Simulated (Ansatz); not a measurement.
# AlH3S2: functionals against CCSD(T) at one geometry

A test off equilibrium: a structure displaced at random from a GFN2-xTB minimum is computed at several levels, and each is set against CCSD(T).

Computed with Ansatz 0.2.0, Gaussian basis. Level: single points in def2-TZVPP.

Cores are frozen in the correlated methods.

## 1. The starting structure

6 atoms, charge 0, spin multiplicity 1.

Atoms are counted from 1 here; the program's logs count them from 0.

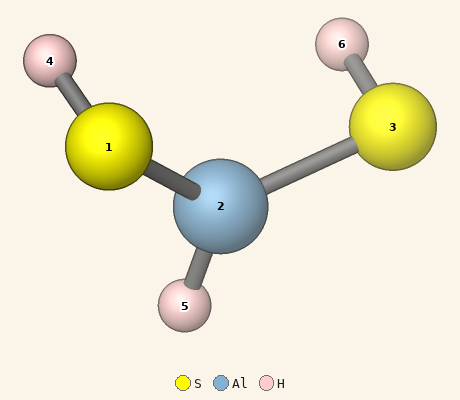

Start geometry, drawn with sulfur yellow, aluminium light blue, hydrogen pink; atoms are numbered from 1 in the order of the file.

Geometry (Å):

```
S    -1.2322   -1.0826   -1.1814
Al    0.4875    0.0416   -0.4613
S     1.4511   -0.3373    1.4509
H    -2.1721   -0.3025   -0.5957
H     1.0480    0.9409   -1.3137
H     0.6662    0.6687    2.1496
```

## 2. CCSD(T)/def2-TZVPP

Contents of run/in.yaml:

```yaml
crystal:
  periodic: [false, false, false]
  atoms:
    - {symbol: S, position_ang: [-1.232200, -1.082600, -1.181400]}
    - {symbol: Al, position_ang: [0.487500, 0.041600, -0.461300]}
    - {symbol: S, position_ang: [1.451100, -0.337300, 1.450900]}
    - {symbol: H, position_ang: [-2.172100, -0.302500, -0.595700]}
    - {symbol: H, position_ang: [1.048000, 0.940900, -1.313700]}
    - {symbol: H, position_ang: [0.666200, 0.668700, 2.149600]}
basis:
  gaussian: {orbitals: def2-TZVPP}
correlation: {method: ccsd_t}
output: {forces: true}
```

The command line of these runs was not kept.

## 3. PBE0-D4/def2-TZVPP

run/in.yaml: that of step 2 with these lines changed.

```diff
@@ -11,3 +11,3 @@
   gaussian: {orbitals: def2-TZVPP}
-correlation: {method: ccsd_t}
-output: {forces: true}
+hamiltonian: {xc: pbe0, dispersion: d4}
+output: {forces: true, orbitals: {seedname: orbitals}}
```

## 4. wB97M-V/def2-TZVPP

run/in.yaml: that of step 3 with these lines changed.

```diff
@@ -11,3 +11,3 @@
   gaussian: {orbitals: def2-TZVPP}
-hamiltonian: {xc: pbe0, dispersion: d4}
-output: {forces: true, orbitals: {seedname: orbitals}}
+hamiltonian: {xc: {name: wB97M-V}}
+output: {forces: true}
```

## 5. r2SCAN-D4/def2-TZVPP

run/in.yaml: that of step 4 with these lines changed.

```diff
@@ -11,3 +11,3 @@
   gaussian: {orbitals: def2-TZVPP}
-hamiltonian: {xc: {name: wB97M-V}}
+hamiltonian: {xc: r2scan, dispersion: d4}
 output: {forces: true}
```

## 6. PBE-D4/def2-TZVPP

run/in.yaml: that of step 5 with these lines changed.

```diff
@@ -11,3 +11,3 @@
   gaussian: {orbitals: def2-TZVPP}
-hamiltonian: {xc: r2scan, dispersion: d4}
+hamiltonian: {xc: pbe, dispersion: d4}
 output: {forces: true}
```

## 7. LC-wPBE/def2-TZVPP

run/in.yaml: that of step 6 with these lines changed.

```diff
@@ -11,3 +11,3 @@
   gaussian: {orbitals: def2-TZVPP}
-hamiltonian: {xc: pbe, dispersion: d4}
+hamiltonian: {xc: {name: LC-wPBE}}
 output: {forces: true}
```

## 8. HSE06-D4/def2-TZVPP

run/in.yaml: that of step 7 with these lines changed.

```diff
@@ -11,3 +11,3 @@
   gaussian: {orbitals: def2-TZVPP}
-hamiltonian: {xc: {name: LC-wPBE}}
+hamiltonian: {xc: hse06, dispersion: d4}
 output: {forces: true}
```

(Steps that only read results are left out.)

Q: Predict the outcome of this session. Wanted: energy less free atoms, CCSD(T)/def2-TZVPP; RMS force component; RMS force error; HOMO and LUMO, PBE0-D4; T1 diagnostic.

As calculated:

```
                                  quantity                                                                                            value
energy less free atoms, CCSD(T)/def2-TZVPP                                                                                       -16.130 eV
                       RMS force component                                                             1.604 to 1.686 eV/Å over the methods
                           RMS force error  PBE0-D4 0.056, wB97M-V 0.057, r2SCAN-D4 0.050, PBE-D4 0.149, LC-wPBE 0.146, HSE06-D4 0.054 eV/Å
                    HOMO and LUMO, PBE0-D4                                                                               -7.30 and -1.92 eV
                             T1 diagnostic                                                                                            0.011
```

Against CCSD(T) the functionals' energies less atoms differ by -0.726 to -0.172 eV, PBE-D4 by -0.510 eV. A larger basis would deepen the CCSD(T) value, while the functionals are nearly converged already, so the order here is not reliable. For forces r2SCAN-D4 does best and PBE-D4 worst. Frozen-core CCSD(T) forces in triple zeta carry basis errors of their own, and this is one geometry, so small gaps rank nothing.
